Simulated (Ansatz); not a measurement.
# How fast states decay through Sc2ZnTe4

Wanted: the relaxed cell of Sc2ZnTe4, its band edges and its decay constants. It is built by putting Sc for Al in the Al2ZnTe4 structure of space group I-4, with the volume rescaled by atomic radii. The parent structure comes from the Materials Project.

Calculated with Ansatz 0.2.0; PBE DFT, plane waves, PAW files, in the first sound run; inputs show where later runs differ.

The structure was built from a prototype and need not be the compound's stable phase.

## (1) Starting point

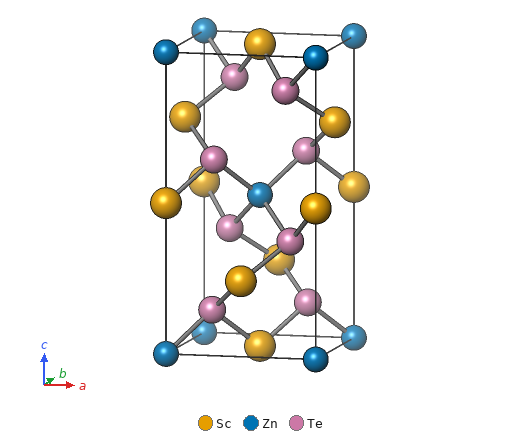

The starting structure, seen slightly off an axis (scandium orange, zinc blue, tellurium pink). This picture shows the conventional cell, with its axes. Bonds to atoms that aren't drawn are left out. Some periodic images of atoms are drawn too.

## (2) Cell and atoms at rest

The substituted atoms don't fit the parent's cell, so cell and atoms relax together. A small smearing keeps the run stable in case the gap closes on the way.

input.yaml

```yaml
crystal:
  lattice:
    - [-3.2104818413, 3.2104818413, 6.3358089879]
    - [3.2104818413, -3.2104818413, 6.3358089879]
    - [3.2104818413, 3.2104818413, -6.3358089879]
  atoms:
    - { symbol: Sc, position: [0.25, 0.75, 0.5] }
    - { symbol: Sc, position: [0.5, 0.5, 0.0] }
    - { symbol: Zn, position: [0.0, 0.0, 0.0] }
    - { symbol: Te, position: [0.62731476, 0.13188442, 0.02299641] }
    - { symbol: Te, position: [0.39568165, 0.37268524, 0.50456966] }
    - { symbol: Te, position: [0.86811558, 0.89111199, 0.49543034] }
    - { symbol: Te, position: [0.10888801, 0.60431835, 0.97700359] }
kpoints:
  mp_grid: { grid: [6, 6, 6] }
scf:
  occupations: { method: gaussian, width: 0.03 }
hamiltonian:
  xc: pbe
output:
  forces: true
  stress: true
relax:
  f_tol: 0.02
  max_steps: 60
  cell: {}
```

On the command line:

```bash
ansatz run input.yaml --threads 2 --pin off --max-ram 4096MiB --backend cpu --events-out ev --progress --plain --runs-dir out
```

Numbers of over 12 decimals in the logs are rounded to 6 here.

Log:

```text
Engine: ansatz 0.2.0, x86_64-unknown-linux-gnu
Pseudopotentials: kind: paw
Pseudopotential: Sc, paw, valence charge 11, recommended cutoff 420 eV (normal), Sc.paw.azcp
Pseudopotential: Zn, paw, valence charge 12, recommended cutoff 420 eV (normal), Zn.paw.azcp
Pseudopotential: Te, paw, valence charge 16, recommended cutoff 420 eV (normal), Te.paw.azcp
Functional definition: PBE
  parameter kappa = 0.804
  parameter beta = 0.066725
  exchange = pbe_x(kappa = kappa, mu = beta*pi^2/3)
  correlation = pbe_c(beta = beta)
Crystal: 7 atoms, lattice volume = 261.218 Å³
Basis set: ecut = 420 eV, 5005 PW (Γ), exchange–correlation on 108×108×108 points (8 copies of the dense FFT grid, shifted against one another)
Bands: 59, of which v1, the nominal top of the filled ones, is band 49 counted from 1 (48 counted from 0)
Symmetry: 4 space group operations
Space group: I-4 (ITA 82), of the structure as read, at distance tolerance 6.4e-5 Å
k-points: 36 of 216 (time reversal used)
Non-local potential: Sc, projectors of the file, l = 0: 3, l = 1: 2, l = 2: 3, l = 3: 1
Non-local potential: Zn, projectors of the file, l = 0: 2, l = 1: 2, l = 2: 3, l = 3: 1
Non-local potential: Te, projectors of the file, l = 0: 2, l = 1: 2, l = 2: 2, l = 3: 2
PAW form: soft (Blöchl's): semilocal exchange-correlation on the pseudo side does not see the compensation charge
PAW one-centre angular grid: Sc, 590 points (default); XC on 64 Gauss nodes
PAW one-centre angular grid: Zn, 590 points (default); XC on 64 Gauss nodes
PAW one-centre angular grid: Te, 590 points (default); XC on 64 Gauss nodes
Initial density: superposition of atomic densities (neutral atoms: chi_scale 0, normalization atom), corrected by the library's trained network
Initial wavefunctions: pseudopotential atomic-orbital guess
Functional: x = pbe(κ = 0.804, μ = 0.219515), c = pbe(β = 0.066725)
SCF iter   1: F=—  HF=-35515.818705 eV  |F-HF|=—  |Δ(HF+E_count)|=         —  Δρ=1.87e-3  dr2=9.21e-3  ethr=1.77e-3  ⟨swp⟩=8.4  Hψ=8871  notcnv=0
preconditioner: auto → Resta (q_TF=auto, 2.317 Å⁻¹)  ε∞=6.0  [insulator: Δε(μ)=1.220 eV  Ē_g=6.636 eV  σ=0.030 eV  W_gap=1.00  n_scr=60 (ndim 8)  ℏωp=14.9 eV  f_vac=0.095  D(μ)=0.00/eV (n_scr^D=0)  ε∞_Penn≈6.0]
SCF iter   2: F=—  HF=-35515.816555 eV  |F-HF|=—  |Δ(HF+E_count)|=   2.15e-3  Δρ=1.02e-3  dr2=2.12e-3  ethr=9.40e-6  ⟨swp⟩=2.1  Hψ=4369  notcnv=0  defer=110
SCF iter   3: F=—  HF=-35515.817010 eV  |F-HF|=—  |Δ(HF+E_count)|=   4.55e-4  Δρ=5.29e-4  dr2=6.90e-4  ethr=2.17e-6  ⟨swp⟩=2.0  Hψ=2407  notcnv=0  defer=110
SCF iter   4: F=—  HF=-35515.817385 eV  |F-HF|=—  |Δ(HF+E_count)|=   3.75e-4  Δρ=1.42e-4  dr2=5.54e-5  ethr=7.04e-7  ⟨swp⟩=2.0  Hψ=2770  notcnv=0  defer=110
SCF iter   5: F=—  HF=-35515.817349 eV  |F-HF|=—  |Δ(HF+E_count)|=   3.58e-5  Δρ=1.00e-4  dr2=3.12e-5  ethr=5.66e-8  ⟨swp⟩=3.0  Hψ=3755  notcnv=0  defer=110
SCF iter   6: F=—  HF=-35515.817352 eV  |F-HF|=—  |Δ(HF+E_count)|=   2.61e-6  Δρ=3.48e-5  dr2=5.25e-6  ethr=3.19e-8  ⟨swp⟩=2.0  Hψ=2626  notcnv=0  defer=110
SCF iter   7: F=—  HF=-35515.817353 eV  |F-HF|=—  |Δ(HF+E_count)|=   1.46e-6  Δρ=1.38e-5  dr2=8.37e-7  ethr=5.36e-9  ⟨swp⟩=3.0  Hψ=3776  notcnv=0  defer=110
SCF iter   8: F=—  HF=-35515.817354 eV  |F-HF|=—  |Δ(HF+E_count)|=   9.77e-7  Δρ=4.76e-6  dr2=1.04e-7  ethr=8.54e-10  ⟨swp⟩=2.0  Hψ=2770  notcnv=0  defer=110
SCF iter   9: F=—  HF=-35515.817354 eV  |F-HF|=—  |Δ(HF+E_count)|=   8.38e-8  Δρ=4.53e-6  dr2=1.07e-7  ethr=1.02e-10  ⟨swp⟩=5.0  Hψ=7233  notcnv=0
SCF iter  10: F=-35515.817354 eV  HF=-35515.817354 eV  |F-HF|=9.17e-10  |Δ(HF+E_count)|=   1.02e-8  Δρ=9.22e-7  dr2=4.57e-9  ethr=1.02e-10  ⟨swp⟩=2.2  Hψ=6613  notcnv=0
SCF 1 converged in 10 iterations: F = -35515.817354 eV  dr2 = 4.57e-9
  greatest PAW one-centre occupation: 0.998 electrons in one spin orbital (limit 2), on the Sc atom at site 0 (counted from 0), in its partial waves of l = 0
relax step   1: F+E_penalty+E_count = -35515.81735426 eV  Δ(F+E_penalty+E_count) = +0.000e0 eV  max|allowed force component| = 3.100e-1 eV/Å  Δτ_max = 0.0000 Å  P = -1.058 GPa  Ω = 261.218 Å³  (10 SCF iters, dr2 threshold 1.00e-7 eV, accepted)
Crystal: 7 atoms, lattice volume = 252.978 Å³
Basis set: ecut = 420 eV, 4933 PW (Γ), exchange–correlation on 108×108×108 points (8 copies of the dense FFT grid, shifted against one another)
Initial density: handed on by an earlier stage of this run
Initial wavefunctions: those handed on with the density
iter 1 solved again at ethr=6.67e-5 eV; its pass at ethr=3.10e-3 eV (dr2=6.53e-2 eV) is discarded
SCF iter   1: F=—  HF=-35515.959509 eV  |F-HF|=—  |Δ(HF+E_count)|=         —  Δρ=5.18e-3  dr2=6.49e-2  ethr=6.67e-5  ⟨swp⟩=2.0  Hψ=10796  notcnv=0
preconditioner: auto → Resta (q_TF=auto, 2.329 Å⁻¹)  ε∞=6.1  [insulator: Δε(μ)=1.296 eV  Ē_g=6.694 eV  σ=0.030 eV  W_gap=1.00  n_scr=60 (ndim 8)  ℏωp=15.1 eV  f_vac=0.079  D(μ)=0.00/eV (n_scr^D=0)  ε∞_Penn≈6.1]
SCF iter   2: F=—  HF=-35515.951581 eV  |F-HF|=—  |Δ(HF+E_count)|=   7.93e-3  Δρ=2.67e-3  dr2=1.78e-2  ethr=6.62e-5  ⟨swp⟩=2.1  Hψ=3100  notcnv=0
SCF iter   3: F=—  HF=-35515.950963 eV  |F-HF|=—  |Δ(HF+E_count)|=   6.18e-4  Δρ=1.54e-3  dr2=8.93e-3  ethr=1.82e-5  ⟨swp⟩=2.1  Hψ=3459  notcnv=0
SCF iter   4: F=—  HF=-35515.949687 eV  |F-HF|=—  |Δ(HF+E_count)|=   1.28e-3  Δρ=3.59e-4  dr2=4.28e-4  ethr=9.11e-6  ⟨swp⟩=2.0  Hψ=3096  notcnv=0
SCF iter   5: F=—  HF=-35515.949732 eV  |F-HF|=—  |Δ(HF+E_count)|=   4.48e-5  Δρ=1.74e-4  dr2=1.35e-4  ethr=4.37e-7  ⟨swp⟩=2.0  Hψ=3182  notcnv=0
SCF iter   6: F=—  HF=-35515.949776 eV  |F-HF|=—  |Δ(HF+E_count)|=   4.44e-5  Δρ=5.55e-5  dr2=1.39e-5  ethr=1.38e-7  ⟨swp⟩=2.0  Hψ=2632  notcnv=0
SCF iter   7: F=—  HF=-35515.949791 eV  |F-HF|=—  |Δ(HF+E_count)|=   1.42e-5  Δρ=3.78e-5  dr2=3.59e-6  ethr=1.42e-8  ⟨swp⟩=2.0  Hψ=2773  notcnv=0
SCF iter   8: F=—  HF=-35515.949792 eV  |F-HF|=—  |Δ(HF+E_count)|=   1.86e-6  Δρ=2.01e-5  dr2=1.51e-6  ethr=3.66e-9  ⟨swp⟩=2.0  Hψ=2632  notcnv=0
SCF iter   9: F=-35515.949793 eV  HF=-35515.949793 eV  |F-HF|=7.51e-8  |Δ(HF+E_count)|=   3.77e-7  Δρ=7.32e-6  dr2=1.87e-7  ethr=7.14e-10  ⟨swp⟩=5.0  Hψ=6649  notcnv=0
SCF 2 converged in 9 iterations: F = -35515.949793 eV  dr2 = 1.87e-7
relax step   2: F+E_penalty+E_count = -35515.94979285 eV  Δ(F+E_penalty+E_count) = -1.324e-1 eV  max|allowed force component| = 1.753e-1 eV/Å  Δτ_max = 0.1478 Å  P = +0.036 GPa  Ω = 252.978 Å³  energy of the carried Pulay correction = +1.240e-3 eV  (9 SCF iters, dr2 threshold 7.00e-7 eV, accepted)
Crystal: 7 atoms, lattice volume = 251.745 Å³
iter 1 solved again at ethr=2.91e-5 eV; its pass at ethr=3.10e-3 eV (dr2=2.85e-2 eV) is discarded
SCF iter   1: F=—  HF=-35515.971230 eV  |F-HF|=—  |Δ(HF+E_count)|=         —  Δρ=2.31e-3  dr2=2.72e-2  ethr=2.91e-5  ⟨swp⟩=2.0  Hψ=8828  notcnv=0
preconditioner: auto → Resta (q_TF=auto, 2.331 Å⁻¹)  ε∞=6.2  [insulator: Δε(μ)=1.216 eV  Ē_g=6.641 eV  σ=0.030 eV  W_gap=1.00  n_scr=60 (ndim 8)  ℏωp=15.2 eV  f_vac=0.079  D(μ)=0.00/eV (n_scr^D=0)  ε∞_Penn≈6.2]
SCF iter   2: F=—  HF=-35515.967393 eV  |F-HF|=—  |Δ(HF+E_count)|=   3.84e-3  Δρ=1.12e-3  dr2=2.98e-3  ethr=2.78e-5  ⟨swp⟩=2.3  Hψ=2890  notcnv=0
SCF iter   3: F=—  HF=-35515.966988 eV  |F-HF|=—  |Δ(HF+E_count)|=   4.05e-4  Δρ=5.67e-4  dr2=1.06e-3  ethr=3.04e-6  ⟨swp⟩=2.0  Hψ=3456  notcnv=0
SCF iter   4: F=—  HF=-35515.966885 eV  |F-HF|=—  |Δ(HF+E_count)|=   1.04e-4  Δρ=1.08e-4  dr2=5.19e-5  ethr=1.08e-6  ⟨swp⟩=2.0  Hψ=2525  notcnv=0
SCF iter   5: F=—  HF=-35515.966845 eV  |F-HF|=—  |Δ(HF+E_count)|=   3.94e-5  Δρ=8.77e-5  dr2=3.98e-5  ethr=5.30e-8  ⟨swp⟩=2.1  Hψ=3647  notcnv=0
SCF iter   6: F=—  HF=-35515.966844 eV  |F-HF|=—  |Δ(HF+E_count)|=   7.97e-7  Δρ=1.95e-5  dr2=1.58e-6  ethr=4.06e-8  ⟨swp⟩=2.0  Hψ=2688  notcnv=0
SCF iter   7: F=-35515.966846 eV  HF=-35515.966846 eV  |F-HF|=8.07e-8  |Δ(HF+E_count)|=   1.25e-6  Δρ=6.83e-6  dr2=1.83e-7  ethr=7.14e-10  ⟨swp⟩=5.0  Hψ=7169  notcnv=0
SCF 3 converged in 7 iterations: F = -35515.966846 eV  dr2 = 1.83e-7
relax step   3: F+E_penalty+E_count = -35515.96684581 eV  Δ(F+E_penalty+E_count) = -1.705e-2 eV  max|allowed force component| = 6.978e-2 eV/Å  Δτ_max = 0.0514 Å  P = +0.105 GPa  Ω = 251.745 Å³  energy of the carried Pulay correction = +1.429e-3 eV  (7 SCF iters, dr2 threshold 7.00e-7 eV, accepted)
[...]
relax step   4: F+E_penalty+E_count = -35515.96889464 eV  Δ(F+E_penalty+E_count) = -2.049e-3 eV  max|allowed force component| = 4.358e-3 eV/Å  Δτ_max = 0.0111 Å  P = -0.013 GPa  Ω = 252.124 Å³  energy of the carried Pulay correction = +1.370e-3 eV  (6 SCF iters, dr2 threshold 3.04e-7 eV, accepted)
[...]
relax step   5: F+E_penalty+E_count = -35515.96907902 eV  Δ(F+E_penalty+E_count) = -1.844e-4 eV  max|allowed force component| = 3.072e-3 eV/Å  Δτ_max = 0.0020 Å  P = -0.002 GPa  Ω = 252.155 Å³  energy of the carried Pulay correction = +1.366e-3 eV  (9 SCF iters, accepted)
[...]
relax step   6: F+E_penalty+E_count = -35515.96919765 eV  Δ(F+E_penalty+E_count) = -1.186e-4 eV  max|allowed force component| = 2.377e-3 eV/Å  Δτ_max = 0.0010 Å  P = +0.004 GPa  Ω = 252.188 Å³  energy of the carried Pulay correction = +1.361e-3 eV  (8 SCF iters, accepted)
Initial wavefunctions: pseudopotential atomic-orbital guess (no wavefunctions were taken with the density)
iter 1 solved again at ethr=2.01e-7 eV; its pass at ethr=3.10e-3 eV (dr2=1.97e-4 eV) is discarded
SCF iter   1: F=—  HF=-35515.967721 eV  |F-HF|=—  |Δ(HF+E_count)|=         —  Δρ=4.43e-5  dr2=6.65e-7  ethr=2.01e-7  ⟨swp⟩=3.0  Hψ=13722  notcnv=0
SCF iter   2: F=—  HF=-35515.967809 eV  |F-HF|=—  |Δ(HF+E_count)|=   8.79e-5  Δρ=3.79e-5  dr2=1.44e-6  ethr=6.78e-10  ⟨swp⟩=3.0  Hψ=4052  notcnv=0
SCF iter   3: F=—  HF=-35515.967818 eV  |F-HF|=—  |Δ(HF+E_count)|=   9.49e-6  Δρ=1.05e-5  dr2=5.52e-8  ethr=6.78e-10  ⟨swp⟩=2.0  Hψ=2689  notcnv=0
SCF iter   4: F=—  HF=-35515.967820 eV  |F-HF|=—  |Δ(HF+E_count)|=   2.07e-6  Δρ=1.16e-6  dr2=2.96e-9  ethr=5.63e-11  ⟨swp⟩=2.0  Hψ=2880  notcnv=0
SCF iter   5: F=—  HF=-35515.967820 eV  |F-HF|=—  |Δ(HF+E_count)|=   3.70e-9  Δρ=6.90e-7  dr2=8.85e-10  ethr=3.02e-12  ⟨swp⟩=2.0  Hψ=2800  notcnv=0
SCF iter   6: F=—  HF=-35515.967820 eV  |F-HF|=—  |Δ(HF+E_count)|=   1.19e-9  Δρ=3.95e-7  dr2=4.05e-10  ethr=1.00e-12  ⟨swp⟩=2.1  Hψ=3098  notcnv=0
SCF iter   7: F=-35515.967820 eV  HF=-35515.967820 eV  |F-HF|=7.28e-11  |Δ(HF+E_count)|=  3.27e-10  Δρ=8.04e-8  dr2=1.08e-11  ethr=1.00e-12  ⟨swp⟩=4.0  Hψ=7955  notcnv=0
SCF 7 converged in 7 iterations: F = -35515.967820 eV  dr2 = 1.08e-11
relax step   7: F+E_penalty+E_count = -35515.96782021 eV  Δ(F+E_penalty+E_count) = +1.377e-3 eV  max|allowed force component| = 2.333e-3 eV/Å  Δτ_max = 0.0000 Å  P = +0.004 GPa  Ω = 252.188 Å³  stress off target by 8.26e-3 GPa  SCF on the basis re-selected at this cell (its energy is not comparable with the rows above)  (7 SCF iters)
basis re-selected at this cell: Δ(F+E_penalty+E_count) = +1.377e-3 eV, ΔP = +0.000 GPa vs the last step (what re-selecting the basis moved, of the pressure what is left beyond the Pulay correction that the steps carried, after the strain that the cell walked since its last selection, with what the two solves' SCF thresholds leave and, on support functions, any second-order correction that the steps lacked; it is no m [...]
SCF converged after 7 iterations
Free energy (F): -35515.967820 eV
Harris-Foulkes:  -35515.967820 eV  (|F-HF|=7.28e-11)
Internal energy: -35515.967820 eV  (E = F + TS)
E sigma→0 (E₀):  -35515.967820 eV
Fermi energy:    5.796145 eV
--- Per-component energies (eV) ---
  E_band       = -1610.707339
  E_kinetic    = 1371.989283
  E_local      = -10365.604605  (includes V_loc(G=0)·N_el)
  E_nonlocal   = -460.796773
  E_hartree    = 5360.165602
  E_xc         = -841.436539
  E_vxc        = -724.527787  (∫ρ·V_xc dr)
  E_paw        = -22389.944942  (= ΣΔE_a)
  E_vpaw       = -2152.097652  (= ΣTr[D̂ρ^β])
  E_aug_tail   = -0.001110  (compensation charges beyond the density's cutoff)
  E_ewald      = -8190.338737
  E_smearing   = -0.000000  (= −TS)
  E_closure    = -0.000000  (closes the sum)
  Σ components = -35515.967820   (vs F -35515.967820, Δ=0.00e0)
--- Forces (eV/Å), atoms counted from 1 ---
  atom   1  Sc     0.00000000     0.00000000     0.00000000
  atom   2  Sc    -0.00000000     0.00000000     0.00000000
  atom   3  Zn     0.00000000    -0.00000000     0.00000000
  atom   4  Te     0.00183425    -0.00233285    -0.00136341
  atom   5  Te     0.00233285     0.00183425     0.00136341
  atom   6  Te    -0.00233285    -0.00183425     0.00136341
  atom   7  Te    -0.00183425     0.00233285    -0.00136341
  max |Σ_I F_I| component: 1.13e-17 eV/Å
--- Stress (GPa, compression-positive) ---
        0.001594      -0.000000      -0.000000
        0.000000       0.001594      -0.000000
       -0.000000      -0.000000       0.008262
  P = ⅓ Tr σ = 0.0038 GPa (0.038 kbar)
--- Relaxed structure (6 steps of the walk, 6 accepted, 1 SCFs on fresh bases) ---
  F+E_penalty+E_count = -35515.96782021 eV   max|allowed force component| = 2.333e-3 eV/Å   (the final SCF, on the basis selected at the relaxed cell)
  cell:  # Å, volume = 252.1883 Å³
    - [-3.152124, 3.152124, 6.345390]
    - [3.152124, -3.152124, 6.345390]
    - [3.152124, 3.152124, -6.345390]
  atoms:
    - { symbol: Sc, position: [0.25, 0.75, 0.5] }
    - { symbol: Sc, position: [0.5, 0.5, -4.492709118962847e-19] }
    - { symbol: Zn, position: [1.5831302184483959e-19, -2.873396008281219e-19, -4.492709118962943e-19] }
    - { symbol: Te, position: [0.642258, 0.126735, 0.023469] }
    - { symbol: Te, position: [0.381210, 0.357742, 0.484477] }
    - { symbol: Te, position: [0.873265, 0.896733, 0.515523] }
    - { symbol: Te, position: [0.103267, 0.618790, 0.976531] }
```

Wall time 1.9 min (2 threads of Intel Xeon Platinum 8488C (Sapphire Rapids), shared host); peak memory 0.86 GiB.

Relaxation path:

| step | energy less that of the first step (eV) | largest force component (eV/Å) | pressure (GPa) | volume (Å³) |
| --- | --- | --- | --- | --- |
| 1 | 0.0000 | 0.3100 | -1.06 | 261.22 |
| 2 | -0.1324 | 0.1753 | 0.04 | 252.98 |
| 3 | -0.1495 | 0.0698 | 0.10 | 251.74 |
| 4 | -0.1515 | 0.0044 | -0.01 | 252.12 |
| 5 | -0.1517 | 0.0031 | 0.00 | 252.16 |
| 6 | -0.1518 | 0.0024 | 0.00 | 252.19 |
| 7* | -0.1505 | 0.0023 | 0.00 | 252.19 |

Relaxation steps marked * repeat the geometry before them on a plane-wave basis chosen anew for their cell, so energy and pressure can jump there.

The run keeps the 4 symmetry operations that it works with, so distortions that break them were not tested.

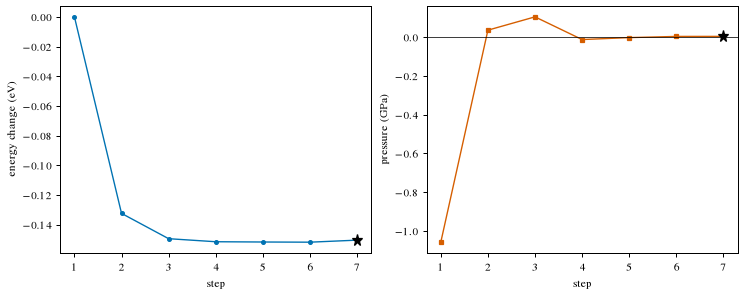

Energy and pressure along the relaxation. Stars mark steps on a basis chosen anew.

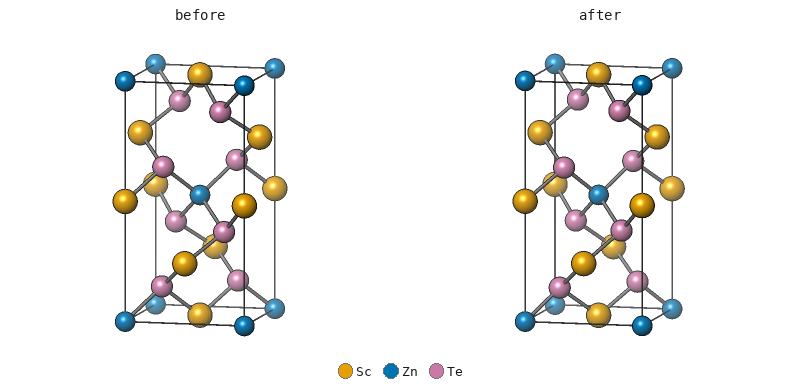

Before and after, at one scale. Bonds to atoms that aren't drawn are left out.

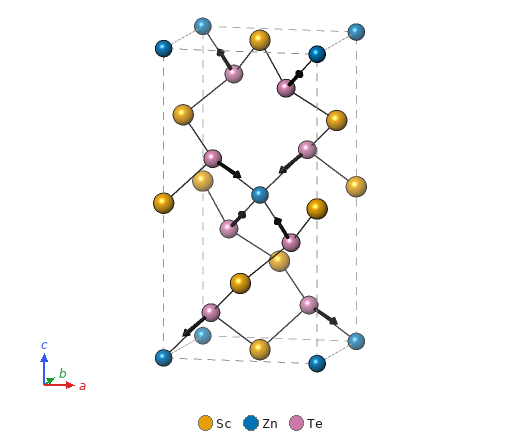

Displacements in the relaxation, exaggerated, measured against the changing cell; the longest in the cell stands for 0.11 Å. Bonds to atoms that aren't drawn are left out. Some periodic images of atoms are drawn too.

| conventional cell, symmetrised | before | after | change |
| --- | --- | --- | --- |
| a (Å) | 6.421 | 6.304 | -1.8 % |
| b (Å) | 6.421 | 6.304 | -1.8 % |
| c (Å) | 12.672 | 12.691 | +0.2 % |
| volume (Å³/atom) | 37.32 | 36.03 | -3.5 % |

The atoms that moved most (Å, as changes of fractional coordinates times the final cell):

| atom | dx | dy | dz | length |
| --- | --- | --- | --- | --- |
| Te6 | 0.065 | 0.062 | -0.059 | 0.107 |
| Te4 | -0.062 | 0.065 | 0.059 | 0.107 |
| Te7 | 0.062 | -0.065 | 0.059 | 0.107 |
| Te5 | -0.065 | -0.062 | -0.059 | 0.107 |

Final coordinates:

```cif
data_structure
_symmetry_space_group_name_H-M 'P 1'
_symmetry_Int_Tables_number 1
_cell_length_a 7.7547
_cell_length_b 7.7547
_cell_length_c 7.7547
_cell_angle_alpha 132.032
_cell_angle_beta 132.032
_cell_angle_gamma 70.178
_cell_volume 252.19
loop_
_atom_site_label
_atom_site_type_symbol
_atom_site_fract_x
_atom_site_fract_y
_atom_site_fract_z
_atom_site_occupancy
Sc1 Sc 0.25000 0.75000 0.50000 1
Sc2 Sc 0.50000 0.50000 0.00000 1
Zn3 Zn 0.00000 0.00000 0.00000 1
Te4 Te 0.64226 0.12674 0.02347 1
Te5 Te 0.38121 0.35774 0.48448 1
Te6 Te 0.87326 0.89673 0.51552 1
Te7 Te 0.10327 0.61879 0.97653 1
```

Numbers from this step:

```yaml
free_energy: -35515.9678 eV
fermi_energy: 5.796 eV
pressure: 0.003817 GPa
```

The largest force component on a free atom ends at 0.0023 eV/Å.

[end of part 1 of 2]

[Logs are printed without paths, hosts, clocks, repeated set-up lines and the standing remarks that a program may print on its own settings, such as how far it seeks lower states.]

[Hosts, paths, dates, database ids (printed as entryN), source tags and the programs' standing remarks are cut or masked in the printed files.]
